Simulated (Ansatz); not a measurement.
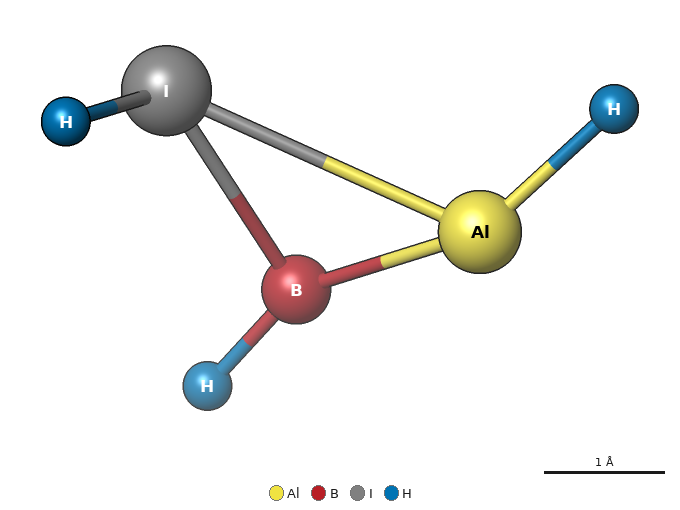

Depth is shown by fading: the farther an atom, the more it takes the colour of the background. The geometry was computed by an optimisation with PBE0-D4/def2-TZVP. No frequency run is at hand to confirm it as a minimum. Masses are those of the most abundant isotopes; constants are for the rigid equilibrium geometry.

### Classify the rotor and give the rotational constants (GHz).

An asymmetric top (C1): A = 14.9, B = 2.37, C = 2.09 GHz. Ray's parameter κ is −0.96, close to the prolate limit.
